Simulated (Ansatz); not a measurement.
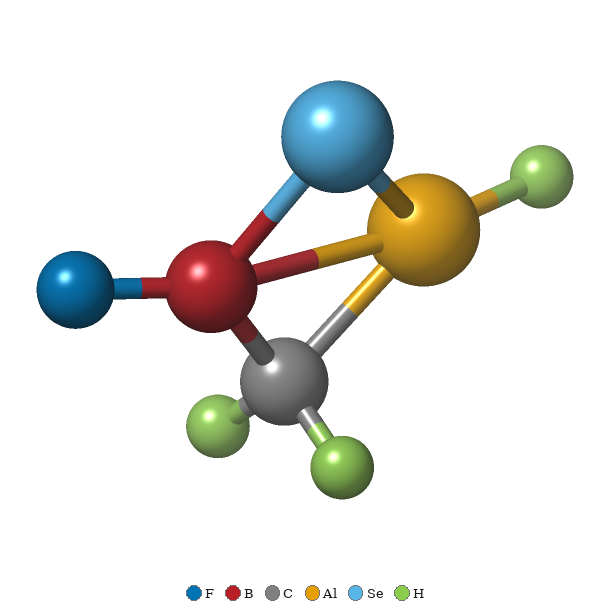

Every bond is drawn as one stick, whatever its order.

The computed structure is the end point of a PBE0-D4/def2-TZVP optimisation.

Give the formula.

Answer. CH3AlBFSe, 8 atoms: 1 carbon, 3 hydrogen, 1 aluminium, 1 boron, 1 fluorine and 1 selenium.

Give the symmetry (Schoenflies symbol).

Answer. C1.

How many sets of symmetry-equivalent atoms are there?

Answer. 8: 1 F, 1 B, 1 C, 1 Al, 1 Se, 1 H, 1 H, 1 H.

The parts below concern this one geometry. Atoms keep their numbers from picture to picture.

## Shape

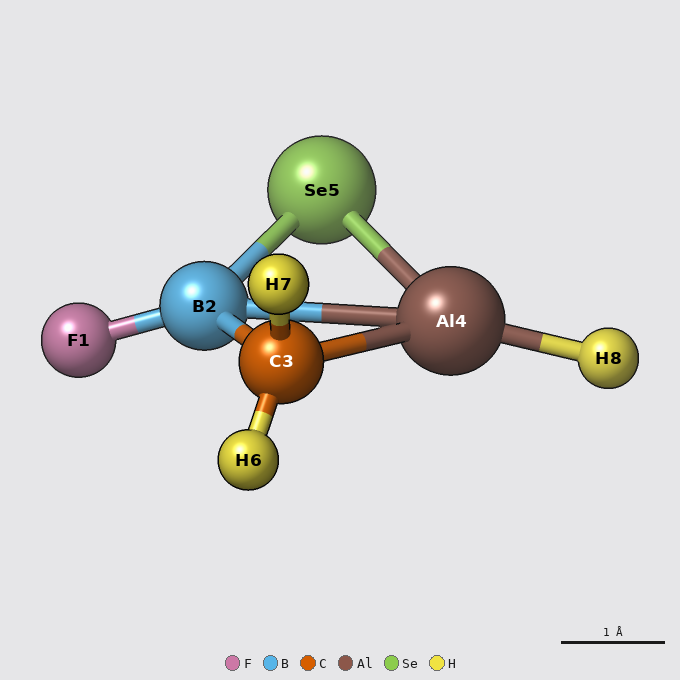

Atoms carry their numbers in the input.

Which atoms are bonded, and how long are the bonds?

```csv
bond,length (Å)
F1–B2,1.322
B2–C3,1.561
B2–Al4,2.421
B2–Se5,1.996
C3–Al4,1.954
C3–H6,1.089
C3–H7,1.099
Al4–Se5,2.316
Al4–H8,1.576
```

## Thermal motion

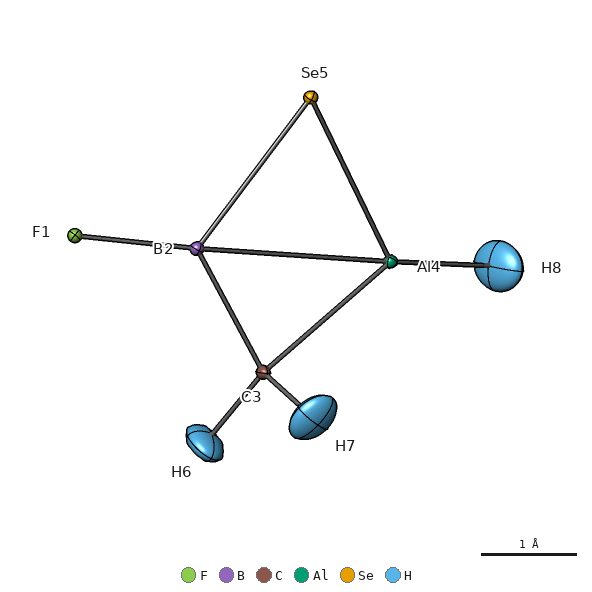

Displacement ellipsoids at the 50 % level, from the internal vibrations of the free molecule (harmonic, no overall translation or rotation; no half-axis is drawn under 0.075 Å). Vibrations computed with RKS PBE0-D4/def2-TZVP (Ansatz 0.2.0). Temperature: 0 K (zero-point motion alone).

Give the displacement parameters, one line for each set of equivalent atoms.

```
atom  U_eq (Å²)   rms amplitudes (Å)
  F1     0.0021  0.032, 0.045, 0.056
  B2     0.0021  0.040, 0.044, 0.053
  C3     0.0028  0.039, 0.044, 0.071
 Al4     0.0013  0.028, 0.034, 0.044
 Se5    0.00020  0.011, 0.013, 0.018
  H6     0.0217  0.085, 0.142, 0.194
  H7     0.0226  0.092, 0.151, 0.191
  H8     0.0302  0.097, 0.173, 0.227
```

## Levels of theory compared

Program: Ansatz 0.2.0.

Compare dipole (D), HOMO–LUMO gap (eV), HOMO energy (eV) at these levels: B3LYP-D4/def2-TZVPP; PBE-D4/def2-TZVPP; r2SCAN-D4/def2-TZVPP; ωB97M-V/def2-TZVPP.

| level | dipole (D) | HOMO–LUMO gap (eV) | HOMO energy (eV) |
| --- | --- | --- | --- |
| B3LYP-D4/def2-TZVPP | 2.42 | 5.65 | −7.23 |
| PBE-D4/def2-TZVPP | 2.22 | 4.30 | −6.43 |
| r2SCAN-D4/def2-TZVPP | 2.41 | 4.85 | −6.68 |
| ωB97M-V/def2-TZVPP | 2.51 | 9.76 | −9.55 |

## Vibrations

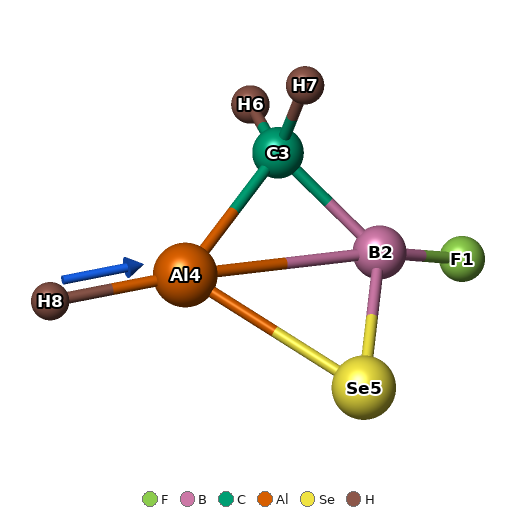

The arrows show one normal mode. Harmonic vibrations computed with RKS PBE0-D4/def2-TZVP (Ansatz 0.2.0) at a stationary point of the same level.

What kind of motion is it?

Answer. Mostly Al–H stretching.

Estimate its harmonic wavenumber.

Answer. 1961 cm⁻¹; it is mode 16 of 18 counted from the lowest.
